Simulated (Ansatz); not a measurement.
# Pt wire along [111], 19 atoms a period: bands along the axis, part 2 of 2

Wanted: the relaxed geometry and the bands of the Pt wire along [111], 19 atoms a period.

Ansatz 0.2.0; DFT PBE, plane waves, PAW; relaxation of a wire's period; PAW set soft_1 (the session's first sound run).

So far: Set-up; Relaxation of atoms and period.

**2. Relaxation of atoms and period (continued)**

The steps of the relaxation:

```tsv
step	energy less that of the first step (eV)	largest force component (eV/Å)	pressure (GPa)	volume (Å³)
1	0.0000	2.0754	-4.04	1133.86
2	-2.8467	0.5080	0.18	1097.67
3	-3.0282	0.1787	-0.02	1099.79
4	-3.0523	0.0430	-0.09	1101.99
5	-3.0532	0.0191	0.04	1102.40
6	-3.0533	0.0062	0.00	1102.84
7*	-3.0478	0.0065	0.01	1102.84
```

Relaxation steps marked * repeat the geometry before them on a plane-wave basis chosen anew for their cell, so energy and pressure can jump there.

The run keeps the 4 symmetry operations that it works with, so distortions that break them were not tested.

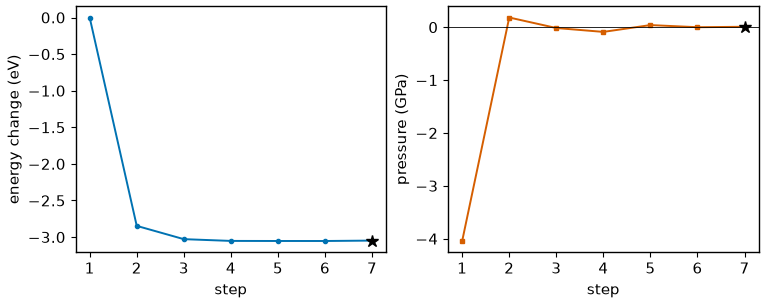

Energy and pressure along the relaxation. Stars mark steps on a basis chosen anew.

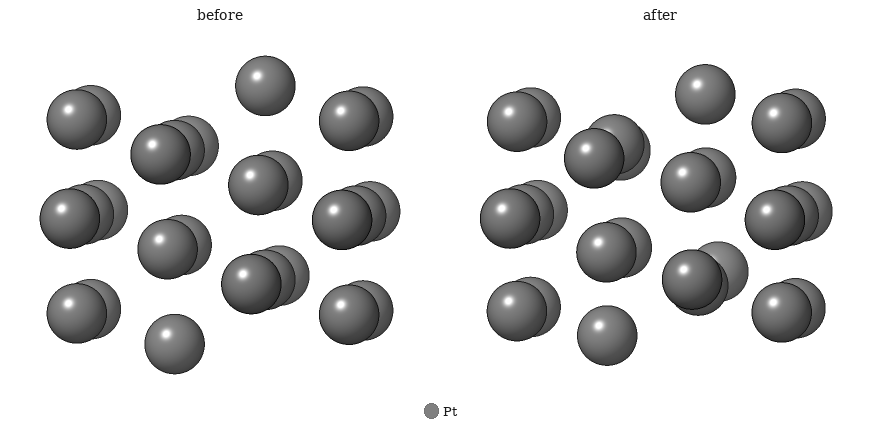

Before and after, at one scale.

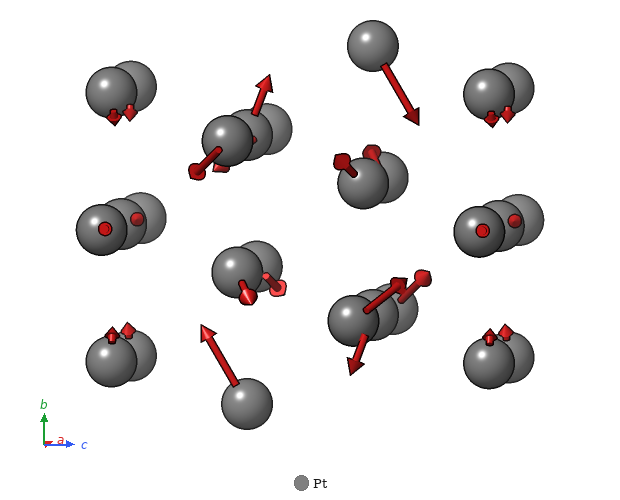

Displacements in the relaxation, exaggerated, measured against the changing cell; the longest in the cell stands for 0.25 Å. Some periodic images of atoms are drawn too.

```tsv
cell as run	before	after	change
c (Å)	6.876	6.688	-2.7 %
```

The atoms that moved most (Å, along periodic axes as changes of fractional coordinates times the final cell, across vacuum about the mean position):

```tsv
atom	dx	dy	dz	length
Pt8	0.000	0.212	-0.124	0.245
Pt14	0.000	-0.212	0.124	0.245
Pt11	0.178	0.107	0.122	0.241
Pt16	-0.178	0.107	0.122	0.241
Pt5	0.178	-0.107	-0.122	0.241
Pt10	-0.178	-0.107	-0.122	0.241
Pt12	-0.128	0.072	-0.050	0.155
Pt15	0.128	0.072	-0.050	0.155
```

Numbers from this step:

```
energy at zero smearing    : -237950.2367 eV
cell length along the wire : 6.688 Å
```

The cell's length comes to 6.688 Å with spin left out.

**3. Bands of the perfect wire**

This step: DFT PBE, plane waves, PAW; bands of a perfect wire; PAW set soft_1 (Ansatz 0.2.0).

At the relaxed period the bands are computed along the axis; those that cross an energy going forward count the channels that a perfect wire would open there.

File input.yaml:

```yaml
crystal:
  lattice:
    - [12.414, 0.0, 0.0]
    - [0.0, 13.283, 0.0]
    - [0.0, 0.0, 6.6881422263]
  atoms:
    - { symbol: Pt, position: [0.389412942, 0.321197177, 0.999694076] }
    - { symbol: Pt, position: [0.500017232, 0.5, 0.0] }
    - { symbol: Pt, position: [0.610621522, 0.321197177, 0.999694076] }
    - { symbol: Pt, position: [0.721791651, 0.5, 0.0] }
    - { symbol: Pt, position: [0.288232626, 0.613981891, 0.315139435] }
    - { symbol: Pt, position: [0.376639322, 0.43354357, 0.340882764] }
    - { symbol: Pt, position: [0.500017232, 0.632799501, 0.341390477] }
    - { symbol: Pt, position: [0.500017232, 0.27189614, 0.314807807] }
    - { symbol: Pt, position: [0.623395142, 0.43354357, 0.340882764] }
    - { symbol: Pt, position: [0.711801838, 0.613981891, 0.315139435] }
    - { symbol: Pt, position: [0.288232626, 0.386018109, 0.684860565] }
    - { symbol: Pt, position: [0.376639322, 0.56645643, 0.659117236] }
    - { symbol: Pt, position: [0.500017232, 0.367200499, 0.658609523] }
    - { symbol: Pt, position: [0.500017232, 0.72810386, 0.685192193] }
    - { symbol: Pt, position: [0.623395142, 0.56645643, 0.659117236] }
    - { symbol: Pt, position: [0.711801838, 0.386018109, 0.684860565] }
    - { symbol: Pt, position: [0.278242813, 0.5, 0.0] }
    - { symbol: Pt, position: [0.389412942, 0.678802823, 0.000305924] }
    - { symbol: Pt, position: [0.610621522, 0.678802823, 0.000305924] }
kpoints:
  mp_grid: { grid: [1, 1, 12] }
  band_path: { path: ["Γ", Z], npoints: 90 }
scf:
  occupations: { method: fermi_dirac, width: 0.05 }
hamiltonian:
  xc: pbe
  pseudopotentials: { kind: paw, azcp: { folder: soft_1 } }
output:
  dos: { e_range: [-5, 4] }
  write_potential: true
  write_density: true
  volumetric_format: npy
```

Run with:

```
$ ansatz run input.yaml --threads 4 --pin off --max-ram 16384MiB --backend cpu --events-out ev --progress --plain --runs-dir out
```

Numbers of over 12 decimals in the logs are rounded to 6 here.

What it wrote:

```text
[...]
Crystal: 19 atoms, lattice volume = 1102.842 Å³
Basis set: ecut = 420 eV, 21559 PW (Γ)
Bands: 206, of which v1, the nominal top of the filled ones, is band 171 counted from 1 (170 counted from 0)
Symmetry: 4 space group operations
[...]
k-points: 7 of 12
[...]
SCF iter   1: F=—  HF=-237956.152946 eV  |F-HF|=—  |Δ(HF+E_count)|=         —  Δρ=4.38e-2  dr2=2.00e1  ethr=3.10e-3  ⟨swp⟩=7.7  Hψ=5716  notcnv=0  defer=76
[...]
SCF iter  15: F=-237950.418287 eV  HF=-237950.418287 eV  |F-HF|=2.97e-9  |Δ(HF+E_count)|=   6.84e-9  Δρ=1.22e-6  dr2=2.19e-8  ethr=2.92e-11  ⟨swp⟩=14.0  Hψ=4916  notcnv=0
SCF 1 converged in 15 iterations: F = -237950.418287 eV  dr2 = 2.19e-8
[...]
NSCF: frozen V_eff on 91 k-points
WARN: The output density's exchange-correlation potential varies sharply where the density is thin. Do not read a vacuum level from v_tot or v_xc, or from such a field of the output density. On a cell that repeats whose density bears no net charge and no dipole along the vacuum's axis use v_es (v_loc + v_h of the components); under efield.dipole_correction with no amplitude use v_es + v_field, which holds any externa [...]
SCF converged after 15 iterations
Free energy (F): -237950.418287 eV
[...]
Internal energy: -237950.055657 eV  (E = F + TS)
E sigma→0 (E₀):  -237950.236972 eV
Entropy (-TS):   -0.362629 eV (-19.086 meV/atom)
Fermi energy:    2.256108 eV
[...]
--- Band table (eV; the first three rows and the last of 7) ---
  k-point 0: bands = [... 167 lower, 2.0722, 2.1156, 2.1868, 2.2434, 2.2492, 2.3151, 2.3202, 2.3230, ... 31 higher]
  k-point 1: bands = [... 167 lower, 2.0648, 2.0752, 2.2451, 2.2506, 2.2583, 2.2662, 2.3802, 2.3864, ... 31 higher]
  k-point 2: bands = [... 167 lower, 2.0674, 2.1128, 2.2101, 2.2212, 2.2588, 2.2637, 2.3985, 2.4355, ... 31 higher]
  k-point 6: bands = [... 167 lower, 1.9201, 2.1854, 2.1931, 2.3793, 2.3901, 2.3912, 2.4130, 2.4680, ... 31 higher]
```

Wall time 4.6 min (4 threads of Arm Neoverse V2, shared host); peak memory 10 GiB.

Numbers from this step:

| Property | Result |
| --- | --- |
| energy at zero smearing | -237950.2370 eV |
| band gap | 0 eV |

The electronic bands at the labelled points (eV, zero at the Fermi level; # counts the bands kept):

```tsv
point	#57	#58	#59	#60	#61	#62	#63	#64
Γ	-0.18	-0.14	-0.07	-0.01	-0.01	0.06	0.06	0.07
Z	-0.34	-0.07	-0.06	0.12	0.13	0.14	0.16	0.21
```

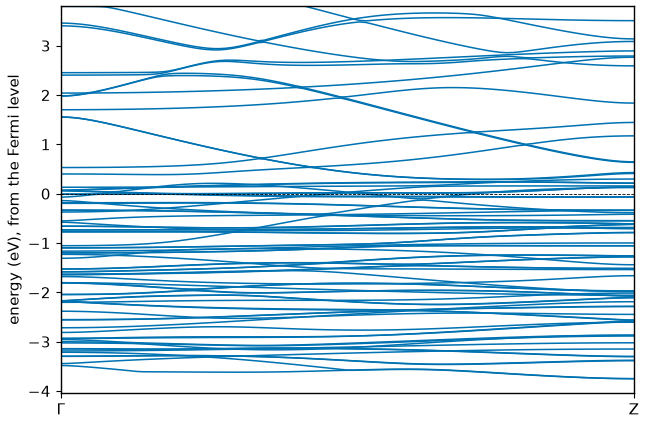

Electronic bands along the path.

Between Γ and Z the bands cross the Fermi level 6 times, so a perfect wire would conduct at least 6 G₀, with spin left out.

**4. Results**

```json
{
 "cell length, PBE": "6.688 Å",
 "ballistic conductance by band crossings, a lower bound, PBE": "6 G₀"
}
```

In words: Under PBE the cell's length is 6.69 Å, and the bands cross the Fermi level 6 times between Γ and Z, which gives a perfect wire at least 6 G₀ (opposite crossings within one step of the path cancel in such a count). No spin was allowed, though thin wires with open d shells can turn magnetic. Spin-orbit coupling is left out, which matters for the bands of heavy atoms.

[Logs are printed without paths, hosts, clocks, repeated set-up lines and the standing remarks that a program may print on its own settings, such as how far it seeks lower states.]

[Hosts, paths, dates, database ids (printed as entryN), source tags and the programs' standing remarks are cut or masked in the printed files.]
